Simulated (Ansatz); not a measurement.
Nudged elastic band, with input and output: BNH5F

BNH5F, computed with RKS B3LYP/def2-SVP (Ansatz 0.2.0).

It belongs to a series of runs on one base structure; here: band between the two ends.

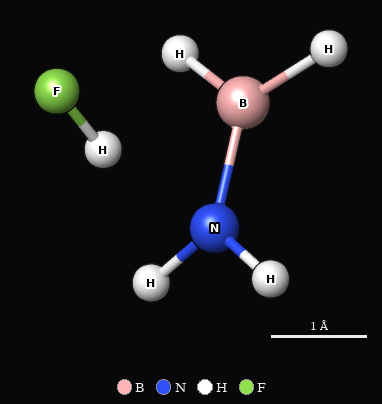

*The input geometry (ball-and-stick view, seen at a tilt).*

Bond lengths as drawn: B–H 1.20 Å, B–N 1.41 Å, F–H 0.94 Å and H–N 1.02 Å.

## Key numbers

| quantity | value |
| --- | --- |
| outcome | converged |
| barrier, forward | 0.437 eV |
| barrier, backward | 1.356 eV |
| hardware | 1 thread of Intel Xeon @ 2.50GHz (Skylake/Cascade Lake), 32 GiB of memory available, shared host |
| wall time | 3 min |
| peak memory | 0.14 GiB |

## Remarks

The order of the saddle point was not checked.

## The input
```yaml
crystal:
  periodic: [false, false, false]
  atoms:
    - { symbol: B, position_ang: [0.040049, -0.302802, 0.227475] }
    - { symbol: "N", position_ang: [0.020202, -0.16155, 1.62669] }
    - { symbol: H, position_ang: [-0.812194, -0.335588, 2.182838] }
    - { symbol: H, position_ang: [0.868341, -0.114581, 2.184294] }
    - { symbol: H, position_ang: [1.095047, -0.22065, -0.345007] }
    - { symbol: H, position_ang: [-0.999297, -0.496192, -0.346863] }
    - { symbol: F, position_ang: [-0.33335, 2.530507, 0.826973] }
    - { symbol: H, position_ang: [-0.224297, 1.699257, 1.247301] }
basis:
  gaussian: { orbitals: def2-SVP }
hamiltonian:
  xc: b3lyp
neb:
  order_check: false
  images: 7
  f_tol: 0.05
  max_iterations: 60
  spring: 0.5
  final_atoms:
    - { symbol: B, position_ang: [0.02359051, 0.39195753, 0.08985864] }
    - { symbol: "N", position_ang: [-0.1143455, 0.21692012, 1.75372514] }
    - { symbol: H, position_ang: [-0.36094772, -0.74366691, 2.00398621] }
    - { symbol: H, position_ang: [0.76711485, 0.45480415, 2.21693755] }
    - { symbol: H, position_ang: [0.93931925, -0.37248065, -0.19873883] }
    - { symbol: H, position_ang: [-1.08696918, 0.06660159, -0.31905468] }
    - { symbol: F, position_ang: [0.32526353, 1.7428746, -0.06271161] }
    - { symbol: H, position_ang: [-0.83852474, 0.84139057, 2.11969857] }
  initial_path:
    images:
      - { positions_ang: [[0.040049, -0.302802, 0.227475], [0.020202, -0.16155, 1.62669], [-0.812194, -0.335588, 2.182838], [0.868341, -0.114581, 2.184294], [1.095047, -0.22065, -0.345007], [-0.999297, -0.496192, -0.346863], [-0.33335, 2.530507, 0.826973], [-0.224297, 1.699257, 1.247301]] }
      - { positions_ang: [[0.03104785, -0.23219212, 0.17245572], [0.01442046, -0.11599986, 1.6967531], [-0.82949405, -0.31187171, 2.24700102], [0.86917028, -0.00970953, 2.24675565], [1.0804648, -0.1733256, -0.40468502], [-1.00553897, -0.38090891, -0.40794722], [-0.30077461, 2.27634065, 0.74133867], [-0.20479476, 1.5460681, 1.31202907]] }
      - { positions_ang: [[0.0220467, -0.16158224, 0.11743644], [0.00863891, -0.07044973, 1.7668162], [-0.84679411, -0.28815542, 2.31116404], [0.86999957, 0.09516194, 2.30921731], [1.06588261, -0.12600121, -0.46436304], [-1.01178094, -0.26562583, -0.46903143], [-0.26819923, 2.02217429, 0.65570434], [-0.18529252, 1.3928792, 1.37675714]] }
      - { positions_ang: [[0.01304555, -0.09097236, 0.06241717], [0.00285737, -0.02489959, 1.8368793], [-0.86409416, -0.26443913, 2.37532706], [0.87082885, 0.2000334, 2.37167896], [1.05130041, -0.07867681, -0.52404106], [-1.01802291, -0.15034274, -0.53011565], [-0.23562384, 1.76800794, 0.57007001], [-0.16579028, 1.2396903, 1.44148521]] }
      - { positions_ang: [[0.0040444, -0.02036248, 0.00739789], [-0.00292417, 0.02065054, 1.9069424], [-0.88139421, -0.24072284, 2.43949009], [0.87165814, 0.30490487, 2.43414061], [1.03671821, -0.03135242, -0.58371908], [-1.02426488, -0.03505965, -0.59119986], [-0.20304845, 1.51384158, 0.48443567], [-0.14628804, 1.0865014, 1.50621328]] }
      - { positions_ang: [[0.00893093, 0.08271752, 0.02801308], [-0.0307795, 0.06971793, 1.86863809], [-0.75128259, -0.36645886, 2.33061412], [0.84552231, 0.34237969, 2.37983985], [1.01236847, -0.11663447, -0.48747402], [-1.03994095, -0.00964434, -0.52316357], [-0.07097046, 1.57109984, 0.34764885], [-0.31934721, 1.02522369, 1.6595846]] }
      - { positions_ang: [[0.01381745, 0.18579753, 0.04862826], [-0.05863484, 0.11878533, 1.83033377], [-0.62117097, -0.49219487, 2.22173815], [0.81938649, 0.37985451, 2.32553908], [0.98801873, -0.20191653, -0.39122896], [-1.05561703, 0.01577097, -0.45512727], [0.06110754, 1.62835809, 0.21086203], [-0.49240639, 0.96394598, 1.81295593]] }
      - { positions_ang: [[0.01870398, 0.28887753, 0.06924345], [-0.08649017, 0.16785272, 1.79202946], [-0.49105934, -0.61793089, 2.11286218], [0.79325067, 0.41732933, 2.27123831], [0.96366899, -0.28719859, -0.29498389], [-1.0712931, 0.04118628, -0.38709097], [0.19318553, 1.68561635, 0.07407521], [-0.66546556, 0.90266827, 1.96632725]] }
      - { positions_ang: [[0.02359051, 0.39195753, 0.08985864], [-0.1143455, 0.21692012, 1.75372514], [-0.36094772, -0.74366691, 2.00398621], [0.76711485, 0.45480415, 2.21693755], [0.93931925, -0.37248065, -0.19873883], [-1.08696918, 0.06660159, -0.31905468], [0.32526353, 1.7428746, -0.06271161], [-0.83852474, 0.84139057, 2.11969857]] }
```

Launch command:
```bash
ansatz run input.yaml --threads 1 --pin off --max-ram 2048MiB --backend cpu --events-out ev --progress --plain --runs-dir out
```

## Log
```
Engine: ansatz 0.2.0, x86_64-unknown-linux-gnu
Functional definition: B3LYP
  parameter a0 = 0.2
  parameter ax = 0.72
  parameter ac = 0.81
  exchange = (1 - a0 - ax)*slater_x + ax*b88_x + a0*exact_x
  correlation = (1 - ac)*vwn_rpa_c + ac*lyp_c
734 factors; integrals over basis functions are off by at most 3.7e-4 eV
mean field evaluation 1: about -4956.4953 eV, gradient 5.4e1 eV
mean field evaluation 2: about -4951.6918 eV, gradient 7.2e1 eV
mean field evaluation 4: about -4961.9400 eV, gradient 2.7e0 eV
mean field evaluation 8: about -4961.9521 eV, gradient 7.5e-3 eV
mean field -4961.95209790 eV, -182.3483762658 hartree, gradient 4.4e-5 eV, S^2 0.000000; 0 other end points of the search recorded, 0 dependent functions left out
the calculation of the forces begins
reference -4961.95230155 eV, -182.3483837500 hartree; 13, 13 occupied and 54, 54 virtual orbitals, 734 factors
734 factors; integrals over basis functions are off by at most 1.0e-3 eV
mean field evaluation 16: about -4962.8280 eV, gradient 4.3e0 eV
mean field -4962.87092556 eV, -182.3821425597 hartree, gradient 5.8e-5 eV, S^2 0.000000; 0 other end points of the search recorded, 0 dependent functions left out
[... from here on the field's lines of each further geometry are left out, up to the last ...]
NEB iter   1: max|band force component| = 5.441e0 eV/Å  barrier→ = 2.3168 eV  barrier← = 3.2357 eV  Δτ_max = 0.1964 Å  (199 SCF iters)
NEB iter   2: max|band force component| = 2.751e0 eV/Å  barrier→ = 0.9935 eV  barrier← = 1.9124 eV  Δτ_max = 0.2000 Å  (185 SCF iters)
NEB iter   3: max|band force component| = 2.826e0 eV/Å  barrier→ = 0.6052 eV  barrier← = 1.5240 eV  Δτ_max = 0.0992 Å  (185 SCF iters)
NEB iter   4: max|band force component| = 1.464e0 eV/Å  barrier→ = 0.4514 eV  barrier← = 1.3702 eV  Δτ_max = 0.1935 Å  (170 SCF iters)
NEB iter   5: max|band force component| = 1.225e0 eV/Å  barrier→ = 0.4254 eV  barrier← = 1.3443 eV  Δτ_max = 0.0948 Å  (170 SCF iters)
NEB iter   6: max|band force component| = 5.280e-1 eV/Å  barrier→ = 0.3946 eV  barrier← = 1.3134 eV  Δτ_max = 0.0409 Å  (162 SCF iters)
NEB iter   7: max|band force component| = 5.315e-1 eV/Å  barrier→ = 0.3616 eV  barrier← = 1.2804 eV  Δτ_max = 0.0205 Å  (163 SCF iters)
NEB iter   8: max|band force component| = 7.007e-1 eV/Å  barrier→ = 0.3520 eV  barrier← = 1.2708 eV  CI = image 3  Δτ_max = 0.0412 Å  (154 SCF iters)
NEB iter   9: max|band force component| = 4.681e-1 eV/Å  barrier→ = 0.4055 eV  barrier← = 1.3244 eV  CI = image 3  Δτ_max = 0.0628 Å  (157 SCF iters)
NEB iter  10: max|band force component| = 2.387e-1 eV/Å  barrier→ = 0.4403 eV  barrier← = 1.3591 eV  CI = image 3  Δτ_max = 0.0130 Å  (164 SCF iters)
NEB iter  11: max|band force component| = 1.010e-1 eV/Å  barrier→ = 0.4380 eV  barrier← = 1.3568 eV  CI = image 3  Δτ_max = 0.0101 Å  (151 SCF iters)
NEB iter  12: max|band force component| = 5.902e-2 eV/Å  barrier→ = 0.4372 eV  barrier← = 1.3561 eV  CI = image 3  Δτ_max = 0.0109 Å  (142 SCF iters)
the calculation of the forces begins
reference -4962.85389375 eV, -182.3815166522 hartree; 13, 13 occupied and 54, 54 virtual orbitals, 734 factors
734 factors; integrals over basis functions are off by at most 9.4e-4 eV
mean field evaluation 672: about -4961.5153 eV, gradient 2.8e-4 eV
mean field -4961.51525197 eV, -182.3323224742 hartree, gradient 4.4e-5 eV, S^2 0.000000; 1 other end points of the search recorded, 0 dependent functions left out
the calculation of the forces begins
reference -4961.51545922 eV, -182.3323300904 hartree; 13, 13 occupied and 54, 54 virtual orbitals, 734 factors
NEB iter  13: max|band force component| = 3.333e-2 eV/Å  barrier→ = 0.4368 eV  barrier← = 1.3557 eV  CI = image 3  Δτ_max = 0.0000 Å  (315 SCF iters)
```

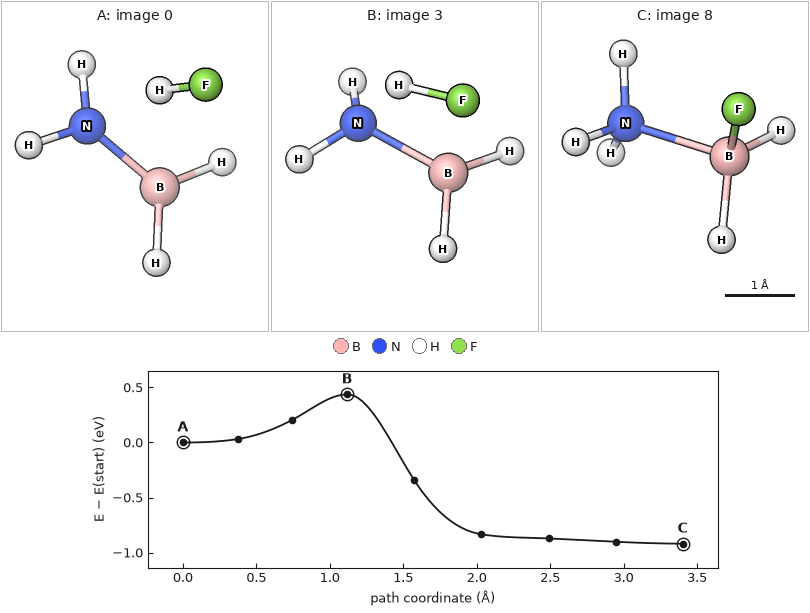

*Images of the last band (counted from 0; ball-and-stick, seen at a tilt) above the energy along the path; the line is a cubic interpolation that uses the forces.*

The highest image is number 3, 0.437 eV above the start and 1.356 eV above the end (the climbing image); the end lies 0.919 eV below the start. The path is 3.40 Å long. The band converged in 13 iterations.

```
Total energy: -4961.51545922 eV, -182.3323300904 hartree
Atom 0 at    -0.010172     0.086854     0.242462 Å, force    -0.006279     0.024220     0.005474 eV/Å
Atom 1 at    -0.014325     0.077909     1.756836 Å, force     0.017740    -0.016368     0.006468 eV/Å
Atom 2 at    -0.798789    -0.365600     2.229023 Å, force     0.001346     0.000162    -0.002558 eV/Å
Atom 3 at     0.858824    -0.141315     2.230968 Å, force    -0.008417    -0.005684     0.004992 eV/Å
Atom 4 at     1.067219    -0.031619    -0.282368 Å, force    -0.001760    -0.005820     0.000753 eV/Å
Atom 5 at    -1.016894    -0.305502    -0.289397 Å, force     0.003103    -0.003338     0.000810 eV/Å
Atom 6 at    -0.241778     1.859175     0.367521 Å, force    -0.002997    -0.006161     0.009824 eV/Å
Atom 7 at    -0.189583     1.418499     1.348656 Å, force    -0.002737     0.012987    -0.025763 eV/Å
Dipole moment:     0.031776    -0.256531     0.645932 e Å
this run last wrote the band of iteration 13 to [file]
```

## The last band as extended XYZ (Å, eV, eV/Å)
```
8
Properties=species:S:1:pos:R:3:forces:R:3 image=0 energy=-4961.95210
B     0.0400   -0.3028    0.2275    0.0006  -0.0068   0.0088
N     0.0202   -0.1615    1.6267    0.0002   0.0000   0.0071
H    -0.8122   -0.3356    2.1828    0.0068   0.0008  -0.0134
H     0.8683   -0.1146    2.1843   -0.0067  -0.0008  -0.0131
H     1.0950   -0.2207   -0.3450   -0.0032   0.0026   0.0049
H    -0.9993   -0.4962   -0.3469    0.0025   0.0034   0.0048
F    -0.3333    2.5305    0.8270    0.0011  -0.0084   0.0008
H    -0.2243    1.6993    1.2473   -0.0012   0.0094   0.0001
8
Properties=species:S:1:pos:R:3:forces:R:3 image=1 energy=-4961.92106
B     0.0276   -0.2086    0.2635    0.0062  -0.0688   0.0036
N     0.0204   -0.1669    1.6741    0.0137  -0.0566  -0.0243
H    -0.8044   -0.3932    2.2217   -0.0040   0.0063  -0.0039
H     0.8753   -0.1721    2.2223   -0.0009   0.0074  -0.0004
H     1.0790   -0.0936   -0.3080    0.0076  -0.0541  -0.0068
H    -1.0159   -0.3697   -0.3110    0.0064  -0.0538  -0.0067
F    -0.3095    2.3518    0.6104   -0.0222   0.1677   0.0648
H    -0.2180    1.6507    1.2307   -0.0070   0.0519  -0.0263
8
Properties=species:S:1:pos:R:3:forces:R:3 image=2 energy=-4961.74591
B     0.0115   -0.0805    0.2750    0.0360  -0.3274   0.0717
N     0.0073   -0.0721    1.7122    0.0435  -0.2819  -0.0776
H    -0.8039   -0.3870    2.2346   -0.0160  -0.0111   0.0273
H     0.8714   -0.1642    2.2365    0.0168  -0.0091   0.0322
H     1.0706   -0.0299   -0.2901    0.0125  -0.0456   0.0003
H    -1.0224   -0.3058   -0.2944    0.0027  -0.0479   0.0006
F    -0.2734    2.0826    0.4647   -0.0593   0.4436   0.1330
H    -0.2065    1.5552    1.2653   -0.0362   0.2794  -0.1875
8
Properties=species:S:1:pos:R:3:forces:R:3 image=3 energy=-4961.51525
B    -0.0102    0.0869    0.2425   -0.0063   0.0242   0.0055
N    -0.0143    0.0779    1.7568    0.0177  -0.0164   0.0065
H    -0.7988   -0.3656    2.2290    0.0013   0.0002  -0.0026
H     0.8588   -0.1413    2.2310   -0.0084  -0.0057   0.0050
H     1.0672   -0.0316   -0.2824   -0.0018  -0.0058   0.0008
H    -1.0169   -0.3055   -0.2894    0.0031  -0.0033   0.0008
F    -0.2418    1.8592    0.3675   -0.0030  -0.0062   0.0098
H    -0.1896    1.4185    1.3487   -0.0027   0.0130  -0.0258
8
Properties=species:S:1:pos:R:3:forces:R:3 image=4 energy=-4962.29245
B    -0.0289    0.2450    0.1524   -0.0948   0.7979  -0.4558
N    -0.0272    0.1671    1.7696   -0.0574   0.3938   0.0386
H    -0.8075   -0.3163    2.2179   -0.0192   0.1982  -0.0611
H     0.8478   -0.0975    2.2252   -0.0278   0.1935  -0.0567
H     1.0671   -0.0516   -0.2769   -0.0154  -0.0564   0.0102
H    -1.0085   -0.3202   -0.2880    0.0270  -0.0497   0.0115
F    -0.2222    1.7423    0.1804    0.0726  -0.5431  -0.8625
H    -0.1661    1.2296    1.6231    0.1150  -0.9343   1.3756
8
Properties=species:S:1:pos:R:3:forces:R:3 image=5 energy=-4962.78539
B    -0.0257    0.3296    0.0844   -0.0047   0.0505  -0.0476
N    -0.0437    0.2039    1.7709   -0.0143   0.0288  -0.0028
H    -0.8161   -0.3415    2.1576    0.0066   0.0007  -0.0312
H     0.8317   -0.1106    2.1930    0.0025  -0.0008  -0.0291
H     1.0820   -0.0610   -0.2565   -0.0034  -0.0172   0.0074
H    -0.9804   -0.3325   -0.2975    0.0072  -0.0160   0.0070
F    -0.2061    1.7180   -0.0441    0.0079  -0.0251  -0.1642
H    -0.1872    1.1925    1.9959   -0.0018  -0.0210   0.2605
8
Properties=species:S:1:pos:R:3:forces:R:3 image=6 energy=-4962.82356
B    -0.0005    0.3589    0.0781   -0.0013   0.0045  -0.0041
N    -0.0736    0.2212    1.7699    0.0007   0.0060  -0.0027
H    -0.7090   -0.5166    2.0791    0.0181  -0.0184  -0.0058
H     0.8421    0.0615    2.1945    0.0052   0.0218  -0.0019
H     1.0602   -0.1734   -0.2242   -0.0061  -0.0189   0.0021
H    -1.0146   -0.2145   -0.3025   -0.0104   0.0138   0.0058
F    -0.0213    1.7424   -0.1027    0.0220   0.0002  -0.0080
H    -0.4288    1.1190    2.1115   -0.0281  -0.0091   0.0145
8
Properties=species:S:1:pos:R:3:forces:R:3 image=7 energy=-4962.85368
B     0.0190    0.3777    0.0853   -0.0009   0.0013   0.0008
N    -0.0973    0.2191    1.7600    0.0005   0.0011  -0.0001
H    -0.5534   -0.6559    2.0272    0.0234  -0.0169  -0.0028
H     0.8183    0.2587    2.2138    0.0007   0.0289  -0.0002
H     1.0156   -0.2751   -0.2038   -0.0108  -0.0189  -0.0008
H    -1.0485   -0.0772   -0.3128   -0.0102   0.0180   0.0029
F     0.1592    1.7536   -0.0836    0.0238  -0.0001  -0.0007
H    -0.6583    0.9975    2.1176   -0.0265  -0.0132   0.0008
8
Properties=species:S:1:pos:R:3:forces:R:3 image=8 energy=-4962.87093
B     0.0236    0.3920    0.0899    0.0011   0.0032  -0.0009
N    -0.1143    0.2169    1.7537   -0.0035  -0.0029   0.0069
H    -0.3609   -0.7437    2.0040    0.0042   0.0054  -0.0016
H     0.7671    0.4548    2.2169   -0.0060   0.0017  -0.0046
H     0.9393   -0.3725   -0.1987   -0.0038   0.0009   0.0009
H    -1.0870    0.0666   -0.3191    0.0028   0.0023   0.0017
F     0.3253    1.7429   -0.0627    0.0007  -0.0057   0.0009
H    -0.8385    0.8414    2.1197    0.0044  -0.0050  -0.0033
```
